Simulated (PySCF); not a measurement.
# CH5BBrN: core binding energies at several levels of theory

Aim: compute the core binding energies of CH5BBrN (`CB(N)Br`) at several levels, and see how far they spread and what each costs.

Computed with PySCF 2.14.0, with density-fitted response routines of our own, on a single molecule in the gas phase. Atoms count from 0, in the outputs and in this text.

## Step 1: The starting structure

9 atoms, charge 0, multiplicity 1; geometry from: PBE0-D3(BJ)/def2-SVP.

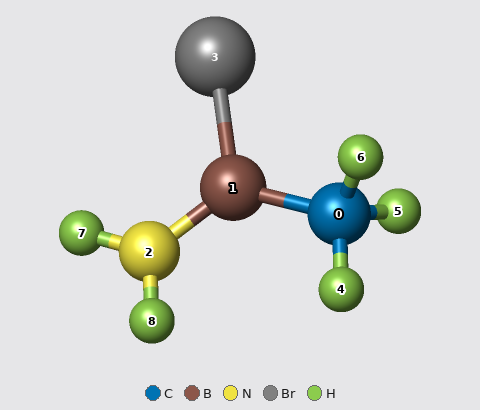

As it starts; carbon blue, boron brown, nitrogen yellow, bromine grey, hydrogen green, atoms numbered.

## Step 2: Core-electron binding energies: SCAN, X2C

The job: settings as JSON, then the geometry in Å.

```
{"job": {"kind": "xps"}, "charge": 0, "multiplicity": 1}
C     -1.116841    -0.240080     0.363480
B      0.237975     0.424683    -0.061428
N      1.363760    -0.280685    -0.469826
Br     0.384396     2.370800    -0.026353
H     -1.095673    -1.339414     0.307713
H     -1.379987     0.050738     1.393096
H     -1.936118     0.123773    -0.277297
H      2.229463     0.166968    -0.740496
H      1.378523    -1.291288    -0.515546
```

Level: delta-SCF UKS SCAN, pcX-2 on the ionised atom, pcseg-1 elsewhere, spin-free X2C.

Run with:

```bash
> OMP_NUM_THREADS=1 python probes_run.py task.json out
```

This one command runs all jobs of the session in turn.

What it wrote:

```text
ground state, core basis on atom 0 (C), 125 functions
  cycle   1  E = -2719.37376923  |g| = 5.21e-01
  cycle   2  E = -2719.33146918  |g| = 6.67e-01
  cycle   3  E = -2719.43668441  |g| = 8.99e-02
  cycle   4  E = -2719.43892016  |g| = 2.84e-02
  cycle   5  E = -2719.43908803  |g| = 9.70e-03
  cycle   6  E = -2719.43910336  |g| = 2.32e-03
  cycle   7  E = -2719.43910884  |g| = 1.36e-03
  cycle   8  E = -2719.43910761  |g| = 2.22e-04
  E(ground) = -2719.59085762 Eh
hole in C 1s of atom 0
  cycle   1  E = -2708.21567418  |g| = 1.50e+00
  cycle   2  E = -2707.68835546  |g| = 1.70e+00
  cycle   3  E = -2708.71758274  |g| = 3.45e-01
  cycle   4  E = -2708.74625233  |g| = 2.20e-01
  cycle   5  E = -2708.77103027  |g| = 4.42e-02
  cycle   6  E = -2708.77169513  |g| = 1.97e-02
  cycle   7  E = -2708.77188888  |g| = 7.56e-03
  cycle   8  E = -2708.77192552  |g| = 1.67e-03
  cycle   9  E = -2708.77192913  |g| = 6.23e-04
  cycle  10  E = -2708.77192918  |g| = 2.07e-04
  E(ion) = -2708.92180082 Eh   <S^2> = 0.7662   hole on atom = 1.000   binding energy = 290.320 eV
ground state, core basis on atom 1 (B), 125 functions
  cycle   1  E = -2719.43511552  |g| = 5.28e-02
  cycle   2  E = -2719.43476748  |g| = 4.58e-02
  cycle   3  E = -2719.43527169  |g| = 1.93e-02
  cycle   4  E = -2719.43538576  |g| = 2.71e-03
  cycle   5  E = -2719.43538488  |g| = 8.16e-04
  cycle   6  E = -2719.43538585  |g| = 1.40e-04
  E(ground) = -2719.58907937 Eh
hole in B 1s of atom 1
  cycle   1  E = -2711.79325020  |g| = 1.18e+00
  cycle   2  E = -2710.11937512  |g| = 2.02e+00
  cycle   3  E = -2712.05296716  |g| = 4.69e-01
  cycle   4  E = -2712.13923486  |g| = 3.40e-01
  cycle   5  E = -2712.19700198  |g| = 1.44e-01
  cycle   6  E = -2712.20676017  |g| = 2.69e-02
  cycle   7  E = -2712.20724397  |g| = 1.35e-02
  cycle   8  E = -2712.20740493  |g| = 6.94e-03
  cycle   9  E = -2712.20750699  |g| = 4.33e-03
  cycle  10  E = -2712.20756479  |g| = 1.76e-03
  cycle  11  E = -2712.20757097  |g| = 4.98e-04
  E(ion) = -2712.35898990 Eh   <S^2> = 0.8170   hole on atom = 1.000   binding energy = 196.741 eV
ground state, core basis on atom 2 (N), 125 functions
  cycle   1  E = -2719.45345705  |g| = 7.27e-02
  cycle   2  E = -2719.45340114  |g| = 1.91e-02
  cycle   3  E = -2719.45331716  |g| = 2.55e-02
  cycle   4  E = -2719.45350688  |g| = 1.90e-03
  cycle   5  E = -2719.45350735  |g| = 2.88e-04
  E(ground) = -2719.60305231 Eh
hole in N 1s of atom 2
  cycle   1  E = -2703.85515736  |g| = 1.86e+00
  cycle   2  E = -2703.05858105  |g| = 2.11e+00
  cycle   3  E = -2704.44663756  |g| = 4.43e-01
  cycle   4  E = -2704.48405739  |g| = 3.24e-01
  cycle   5  E = -2704.55029109  |g| = 6.03e-02
  cycle   6  E = -2704.55220334  |g| = 1.88e-02
  cycle   7  E = -2704.55238836  |g| = 5.54e-03
  cycle   8  E = -2704.55240275  |g| = 1.89e-03
  cycle   9  E = -2704.55240786  |g| = 6.14e-04
  cycle  10  E = -2704.55240649  |g| = 1.26e-04
  E(ion) = -2704.70015518 Eh   <S^2> = 0.7636   hole on atom = 1.000   binding energy = 405.528 eV
```

It took 15 s on 1 thread of Arm Neoverse V1, shared host; peak memory 0.4 GiB.

Binding energies by hole, beside the orbital energy of the ground state; the difference holds orbital relaxation and, for a density functional, its self-interaction error:

| hole | stands for | environment | ΔSCF (eV) | −ε (eV) | ⟨S²⟩ |
| --- | --- | --- | --- | --- | --- |
| C1s on C0 | C0 | methyl carbon bonded to B | 290.32 | 273.1 | 0.766 |
| B1s on B1 | B1 | boron bonded to C, Br, N | 196.74 | 181.0 | 0.817 |
| N1s on N2 | N2 | nitrogen bonded to B, 2 H | 405.53 | 386.3 | 0.764 |

## Step 3: Core holes by ΔSCF: B3LYP, X2C

The job, as its differences from that of step 2:

```diff
@@ -1,2 +1,2 @@
-{"job": {"kind": "xps"}, "charge": 0, "multiplicity": 1}
+{"job": {"kind": "xps", "xc": "B3LYP"}, "charge": 0, "multiplicity": 1}
 C     -1.116841    -0.240080     0.363480
```

With the program's defaults for keys left out, this is: delta-SCF UKS B3LYP, pcX-2 on the ionised atom, pcseg-1 elsewhere, spin-free X2C.

What it wrote:

```text
ground state, core basis on atom 0 (C), 125 functions
  cycle   1  E = -2719.50885528  |g| = 4.60e-01
  cycle   2  E = -2719.49413517  |g| = 5.37e-01
  cycle   3  E = -2719.56005870  |g| = 6.78e-02
  cycle   4  E = -2719.56116237  |g| = 2.27e-02
  cycle   5  E = -2719.56127156  |g| = 6.37e-03
  cycle   6  E = -2719.56127779  |g| = 1.09e-03
  cycle   7  E = -2719.56127986  |g| = 4.04e-04
  E(ground) = -2719.56496622 Eh
hole in C 1s of atom 0
  cycle   1  E = -2708.34090977  |g| = 1.51e+00
  cycle   2  E = -2707.93398652  |g| = 1.64e+00
  cycle   3  E = -2708.85648488  |g| = 2.74e-01
  cycle   4  E = -2708.87920135  |g| = 1.47e-01
  cycle   5  E = -2708.88962152  |g| = 2.55e-02
  cycle   6  E = -2708.88986874  |g| = 1.01e-02
  cycle   7  E = -2708.88992632  |g| = 2.26e-03
  cycle   8  E = -2708.88993026  |g| = 8.35e-04
  cycle   9  E = -2708.88993097  |g| = 2.76e-04
  E(ion) = -2708.89357063 Eh   <S^2> = 0.7592   hole on atom = 1.000   binding energy = 290.383 eV
ground state, core basis on atom 1 (B), 125 functions
  cycle   1  E = -2719.55938531  |g| = 3.37e-02
  cycle   2  E = -2719.55937590  |g| = 1.59e-02
  cycle   3  E = -2719.55940799  |g| = 1.21e-02
  cycle   4  E = -2719.55944958  |g| = 1.34e-03
  cycle   5  E = -2719.55945038  |g| = 3.25e-04
  E(ground) = -2719.56329313 Eh
hole in B 1s of atom 1
  cycle   1  E = -2711.90141238  |g| = 1.18e+00
  cycle   2  E = -2710.63947815  |g| = 1.88e+00
  cycle   3  E = -2712.22224947  |g| = 3.89e-01
  cycle   4  E = -2712.29609774  |g| = 2.03e-01
  cycle   5  E = -2712.31551079  |g| = 1.07e-01
  cycle   6  E = -2712.32053562  |g| = 1.54e-02
  cycle   7  E = -2712.32066656  |g| = 5.67e-03
  cycle   8  E = -2712.32069390  |g| = 2.11e-03
  cycle   9  E = -2712.32070508  |g| = 1.15e-03
  cycle  10  E = -2712.32070959  |g| = 3.24e-04
  E(ion) = -2712.32452432 Eh   <S^2> = 0.7681   hole on atom = 1.000   binding energy = 196.977 eV
ground state, core basis on atom 2 (N), 125 functions
  cycle   1  E = -2719.57400504  |g| = 5.30e-02
  cycle   2  E = -2719.57394592  |g| = 2.27e-02
  cycle   3  E = -2719.57393453  |g| = 2.41e-02
  cycle   4  E = -2719.57405407  |g| = 9.35e-04
  cycle   5  E = -2719.57405475  |g| = 2.02e-04
  E(ground) = -2719.57752399 Eh
hole in N 1s of atom 2
  cycle   1  E = -2703.98501927  |g| = 1.87e+00
  cycle   2  E = -2703.46882326  |g| = 1.99e+00
  cycle   3  E = -2704.62146620  |g| = 3.34e-01
  cycle   4  E = -2704.64891752  |g| = 2.01e-01
  cycle   5  E = -2704.67390010  |g| = 3.14e-02
  cycle   6  E = -2704.67440764  |g| = 8.81e-03
  cycle   7  E = -2704.67445024  |g| = 2.19e-03
  cycle   8  E = -2704.67445219  |g| = 8.02e-04
  cycle   9  E = -2704.67445094  |g| = 2.51e-04
  E(ion) = -2704.67791753 Eh   <S^2> = 0.7581   hole on atom = 1.000   binding energy = 405.439 eV
```

Wall time 18 s (1 thread of Arm Neoverse V1, shared host); peak memory 0.48 GiB.

Binding energies by hole, beside the orbital energy of the ground state; the difference holds orbital relaxation and, for a density functional, its self-interaction error:

```
     hole  stands for                environment  ΔSCF (eV)  −ε (eV)   ⟨S²⟩
C1s on C0          C0  methyl carbon bonded to B     290.38    276.4  0.759
B1s on B1          B1   boron bonded to C, Br, N     196.98    184.7  0.768
N1s on N2          N2  nitrogen bonded to B, 2 H     405.44    390.1  0.758
```

## Step 4: X-ray photoelectron lines: PBE0, X2C

The job, as its differences from that of step 3:

```diff
@@ -1,2 +1,2 @@
-{"job": {"kind": "xps", "xc": "B3LYP"}, "charge": 0, "multiplicity": 1}
+{"job": {"kind": "xps", "xc": "PBE0"}, "charge": 0, "multiplicity": 1}
 C     -1.116841    -0.240080     0.363480
```

With the program's defaults for keys left out, this is: delta-SCF UKS PBE0, pcX-2 on the ionised atom, pcseg-1 elsewhere, spin-free X2C.

What it wrote:

```text
ground state, core basis on atom 0 (C), 125 functions
  cycle   1  E = -2719.03165891  |g| = 4.00e-01
  cycle   2  E = -2719.03269234  |g| = 4.14e-01
  cycle   3  E = -2719.07156373  |g| = 5.20e-02
  cycle   4  E = -2719.07219278  |g| = 1.98e-02
  cycle   5  E = -2719.07227505  |g| = 5.08e-03
  cycle   6  E = -2719.07228438  |g| = 8.63e-04
  cycle   7  E = -2719.07228302  |g| = 2.88e-04
  E(ground) = -2719.07519233 Eh
hole in C 1s of atom 0
  cycle   1  E = -2707.87207705  |g| = 1.51e+00
  cycle   2  E = -2707.59485926  |g| = 1.52e+00
  cycle   3  E = -2708.39142098  |g| = 2.57e-01
  cycle   4  E = -2708.41309503  |g| = 1.23e-01
  cycle   5  E = -2708.42035900  |g| = 2.12e-02
  cycle   6  E = -2708.42054364  |g| = 7.69e-03
  cycle   7  E = -2708.42057762  |g| = 2.22e-03
  cycle   8  E = -2708.42058264  |g| = 8.33e-04
  cycle   9  E = -2708.42058358  |g| = 2.57e-04
  E(ion) = -2708.42345742 Eh   <S^2> = 0.7620   hole on atom = 1.000   binding energy = 289.848 eV
ground state, core basis on atom 1 (B), 125 functions
  cycle   1  E = -2719.07061484  |g| = 4.64e-02
  cycle   2  E = -2719.07062041  |g| = 1.56e-02
  cycle   3  E = -2719.07064040  |g| = 1.30e-02
  cycle   4  E = -2719.07068746  |g| = 1.11e-03
  cycle   5  E = -2719.07068650  |g| = 1.81e-04
  E(ground) = -2719.07375534 Eh
hole in B 1s of atom 1
  cycle   1  E = -2711.43676922  |g| = 1.18e+00
  cycle   2  E = -2710.46512980  |g| = 1.71e+00
  cycle   3  E = -2711.77061302  |g| = 3.63e-01
  cycle   4  E = -2711.84245997  |g| = 1.34e-01
  cycle   5  E = -2711.85158006  |g| = 6.95e-02
  cycle   6  E = -2711.85375022  |g| = 1.36e-02
  cycle   7  E = -2711.85387714  |g| = 5.21e-03
  cycle   8  E = -2711.85391434  |g| = 2.74e-03
  cycle   9  E = -2711.85394167  |g| = 1.44e-03
  cycle  10  E = -2711.85395037  |g| = 3.42e-04
  E(ion) = -2711.85699076 Eh   <S^2> = 0.7808   hole on atom = 1.000   binding energy = 196.378 eV
ground state, core basis on atom 2 (N), 125 functions
  cycle   1  E = -2719.08514646  |g| = 7.23e-02
  cycle   2  E = -2719.08511177  |g| = 1.82e-02
  cycle   3  E = -2719.08507113  |g| = 2.35e-02
  cycle   4  E = -2719.08518275  |g| = 1.64e-04
  cycle   5  E = -2719.08517984  |g| = 6.81e-05
  E(ground) = -2719.08791138 Eh
hole in N 1s of atom 2
  cycle   1  E = -2703.51172888  |g| = 1.87e+00
  cycle   2  E = -2703.16756320  |g| = 1.85e+00
  cycle   3  E = -2704.16240697  |g| = 3.00e-01
  cycle   4  E = -2704.18785827  |g| = 1.54e-01
  cycle   5  E = -2704.20245036  |g| = 2.48e-02
  cycle   6  E = -2704.20277305  |g| = 6.40e-03
  cycle   7  E = -2704.20279335  |g| = 1.90e-03
  cycle   8  E = -2704.20279485  |g| = 7.18e-04
  cycle   9  E = -2704.20279617  |g| = 2.28e-04
  E(ion) = -2704.20550601 Eh   <S^2> = 0.7599   hole on atom = 1.000   binding energy = 404.971 eV
```

Run time: 18 s. Hardware: 1 thread of Arm Neoverse V1, shared host; peak memory 0.48 GiB.

Binding energies by hole, beside the orbital energy of the ground state; the difference holds orbital relaxation and, for a density functional, its self-interaction error:

| hole | stands for | environment | ΔSCF (eV) | −ε (eV) | ⟨S²⟩ |
| --- | --- | --- | --- | --- | --- |
| C1s on C0 | C0 | methyl carbon bonded to B | 289.85 | 277.8 | 0.762 |
| B1s on B1 | B1 | boron bonded to C, Br, N | 196.38 | 185.6 | 0.781 |
| N1s on N2 | N2 | nitrogen bonded to B, 2 H | 404.97 | 391.9 | 0.760 |

## Step 5: Core holes by ΔSCF: PBE, X2C

The job, as its differences from that of step 4:

```diff
@@ -1,2 +1,2 @@
-{"job": {"kind": "xps", "xc": "PBE0"}, "charge": 0, "multiplicity": 1}
+{"job": {"kind": "xps", "xc": "PBE"}, "charge": 0, "multiplicity": 1}
 C     -1.116841    -0.240080     0.363480
```

Method: delta-SCF UKS PBE, pcX-2 on the ionised atom, pcseg-1 elsewhere, spin-free X2C.

What it wrote:

```text
ground state, core basis on atom 0 (C), 125 functions
  cycle   1  E = -2718.89818504  |g| = 5.43e-01
  cycle   2  E = -2718.80923834  |g| = 8.10e-01
  cycle   3  E = -2718.96868139  |g| = 1.12e-01
  cycle   4  E = -2718.97213784  |g| = 3.34e-02
  cycle   5  E = -2718.97235326  |g| = 1.24e-02
  cycle   6  E = -2718.97239191  |g| = 2.70e-03
  cycle   7  E = -2718.97239145  |g| = 8.65e-04
  cycle   8  E = -2718.97239635  |g| = 1.47e-04
  E(ground) = -2718.97643280 Eh
hole in C 1s of atom 0
  cycle   1  E = -2707.78517944  |g| = 1.52e+00
  cycle   2  E = -2706.92793612  |g| = 1.94e+00
  cycle   3  E = -2708.25913027  |g| = 3.94e-01
  cycle   4  E = -2708.28110191  |g| = 3.25e-01
  cycle   5  E = -2708.33398187  |g| = 5.86e-02
  cycle   6  E = -2708.33507715  |g| = 3.34e-02
  cycle   7  E = -2708.33571594  |g| = 4.82e-03
  cycle   8  E = -2708.33573056  |g| = 1.24e-03
  cycle   9  E = -2708.33573158  |g| = 2.28e-04
  E(ion) = -2708.33972195 Eh   <S^2> = 0.7599   hole on atom = 1.000   binding energy = 289.440 eV
ground state, core basis on atom 1 (B), 125 functions
  cycle   1  E = -2718.97036656  |g| = 5.67e-02
  cycle   2  E = -2718.97028710  |g| = 2.23e-02
  cycle   3  E = -2718.97021169  |g| = 2.75e-02
  cycle   4  E = -2718.97042891  |g| = 2.82e-03
  cycle   5  E = -2718.97043435  |g| = 6.58e-04
  cycle   6  E = -2718.97043220  |g| = 2.24e-04
  E(ground) = -2718.97468307 Eh
hole in B 1s of atom 1
  cycle   1  E = -2711.35323420  |g| = 1.19e+00
  cycle   2  E = -2709.16554482  |g| = 2.23e+00
  cycle   3  E = -2711.56812535  |g| = 5.50e-01
  cycle   4  E = -2711.64729385  |g| = 4.85e-01
  cycle   5  E = -2711.76204989  |g| = 1.70e-01
  cycle   6  E = -2711.77458032  |g| = 3.93e-02
  cycle   7  E = -2711.77529753  |g| = 1.58e-02
  cycle   8  E = -2711.77543702  |g| = 2.64e-03
  cycle   9  E = -2711.77544511  |g| = 8.22e-04
  cycle  10  E = -2711.77544495  |g| = 2.37e-04
  E(ion) = -2711.77965886 Eh   <S^2> = 0.7734   hole on atom = 1.000   binding energy = 195.787 eV
ground state, core basis on atom 2 (N), 125 functions
  cycle   1  E = -2718.98507670  |g| = 9.05e-02
  cycle   2  E = -2718.98490896  |g| = 3.22e-02
  cycle   3  E = -2718.98451797  |g| = 5.32e-02
  cycle   4  E = -2718.98512607  |g| = 1.66e-03
  cycle   5  E = -2718.98512885  |g| = 5.01e-04
  cycle   6  E = -2718.98513022  |g| = 1.30e-04
  E(ground) = -2718.98892433 Eh
hole in N 1s of atom 2
  cycle   1  E = -2703.42378749  |g| = 1.88e+00
  cycle   2  E = -2701.62736235  |g| = 2.58e+00
  cycle   3  E = -2703.92163370  |g| = 5.40e-01
  cycle   4  E = -2703.92545989  |g| = 5.45e-01
  cycle   5  E = -2704.10881316  |g| = 1.17e-01
  cycle   6  E = -2704.11549277  |g| = 3.88e-02
  cycle   7  E = -2704.11627075  |g| = 1.23e-02
  cycle   8  E = -2704.11634788  |g| = 3.37e-03
  cycle   9  E = -2704.11635213  |g| = 3.68e-04
  E(ion) = -2704.12012361 Eh   <S^2> = 0.7580   hole on atom = 1.000   binding energy = 404.601 eV
```

Run time: 9.6 s. Hardware: 1 thread of Arm Neoverse V1, shared host; peak memory 0.4 GiB.

Binding energies by hole, beside the orbital energy of the ground state; the difference holds orbital relaxation and, for a density functional, its self-interaction error:

```csv
hole,stands for,environment,ΔSCF (eV),−ε (eV),⟨S²⟩
C1s on C0,C0,methyl carbon bonded to B,289.44,268.5,0.760
B1s on B1,B1,"boron bonded to C, Br, N",195.79,177.9,0.773
N1s on N2,N2,"nitrogen bonded to B, 2 H",404.60,381.0,0.758
```

## Step 6: Core-electron binding energies: HF, X2C

The job, as its differences from that of step 5:

```diff
@@ -1,2 +1,2 @@
-{"job": {"kind": "xps", "xc": "PBE"}, "charge": 0, "multiplicity": 1}
+{"job": {"kind": "xps", "xc": "HF"}, "charge": 0, "multiplicity": 1}
 C     -1.116841    -0.240080     0.363480
```

Level: delta-SCF UKS HF, pcX-2 on the ionised atom, pcseg-1 elsewhere, spin-free X2C.

What it wrote:

```text
ground state, core basis on atom 0 (C), 125 functions
  cycle   1  E = -2716.89588102  |g| = 3.53e-01
  cycle   2  E = -2716.93978350  |g| = 1.17e-01
  cycle   3  E = -2716.94417709  |g| = 4.14e-02
  cycle   4  E = -2716.94484557  |g| = 6.74e-03
  cycle   5  E = -2716.94487027  |g| = 1.96e-03
  cycle   6  E = -2716.94487285  |g| = 6.26e-04
  cycle   7  E = -2716.94487315  |g| = 2.12e-04
  E(ground) = -2716.94487315 Eh
hole in C 1s of atom 0
  cycle   1  E = -2705.73241396  |g| = 1.49e+00
  cycle   2  E = -2706.10134677  |g| = 7.25e-01
  cycle   3  E = -2706.27362093  |g| = 9.69e-02
  cycle   4  E = -2706.27748668  |g| = 2.17e-02
  cycle   5  E = -2706.27793877  |g| = 1.43e-02
  cycle   6  E = -2706.27829455  |g| = 7.13e-03
  cycle   7  E = -2706.27841816  |g| = 1.91e-03
  cycle   8  E = -2706.27842520  |g| = 7.32e-04
  cycle   9  E = -2706.27842644  |g| = 3.57e-04
  E(ion) = -2706.27842644 Eh   <S^2> = 0.7820   hole on atom = 1.000   binding energy = 290.249 eV
ground state, core basis on atom 1 (B), 125 functions
  cycle   1  E = -2716.94372702  |g| = 2.70e-02
  cycle   2  E = -2716.94383993  |g| = 4.96e-03
  cycle   3  E = -2716.94384604  |g| = 1.77e-03
  cycle   4  E = -2716.94384698  |g| = 2.72e-04
  E(ground) = -2716.94384698 Eh
hole in B 1s of atom 1
  cycle   1  E = -2709.29312895  |g| = 1.16e+00
  cycle   2  E = -2709.50012830  |g| = 6.58e-01
  cycle   3  E = -2709.68565385  |g| = 1.58e-01
  cycle   4  E = -2709.69861686  |g| = 3.02e-02
  cycle   5  E = -2709.69955193  |g| = 1.72e-02
  cycle   6  E = -2709.70016474  |g| = 1.28e-02
  cycle   7  E = -2709.70078456  |g| = 9.81e-03
  cycle   8  E = -2709.70142343  |g| = 7.87e-03
  cycle   9  E = -2709.70205579  |g| = 5.95e-03
  cycle  10  E = -2709.70243664  |g| = 4.23e-03
  cycle  11  E = -2709.70260794  |g| = 2.33e-03
  cycle  12  E = -2709.70265934  |g| = 7.36e-04
  cycle  13  E = -2709.70266214  |g| = 2.55e-04
  E(ion) = -2709.70266214 Eh   <S^2> = 0.9522   hole on atom = 1.000   binding energy = 197.043 eV
ground state, core basis on atom 2 (N), 125 functions
  cycle   1  E = -2716.95807913  |g| = 2.79e-02
  cycle   2  E = -2716.95813179  |g| = 3.68e-03
  cycle   3  E = -2716.95813441  |g| = 2.03e-03
  cycle   4  E = -2716.95813521  |g| = 2.78e-04
  E(ground) = -2716.95813521 Eh
hole in N 1s of atom 2
  cycle   1  E = -2701.37999471  |g| = 1.84e+00
  cycle   2  E = -2701.81427139  |g| = 9.76e-01
  cycle   3  E = -2702.06350836  |g| = 1.01e-01
  cycle   4  E = -2702.06724904  |g| = 2.11e-02
  cycle   5  E = -2702.06772699  |g| = 1.17e-02
  cycle   6  E = -2702.06792083  |g| = 4.61e-03
  cycle   7  E = -2702.06795299  |g| = 1.56e-03
  cycle   8  E = -2702.06795676  |g| = 4.31e-04
  E(ion) = -2702.06795676 Eh   <S^2> = 0.7740   hole on atom = 1.000   binding energy = 405.182 eV
```

Wall time 12 s (1 thread of Arm Neoverse V1, shared host); peak memory 0.45 GiB.

The holes in one table. −ε is the ground-state orbital energy:

```
     hole  stands for                environment          ΔSCF (eV)  −ε (eV)   ⟨S²⟩
C1s on C0          C0  methyl carbon bonded to B             290.25    305.1  0.782
B1s on B1          B1   boron bonded to C, Br, N  197.04 (doubtful)    208.2  0.952
N1s on N2          N2  nitrogen bonded to B, 2 H             405.18    423.9  0.774
```

Doubtful: the ion did not converge, its hole moved, or its ⟨S²⟩ is well above 0.75.

[end of part 1 of 2]
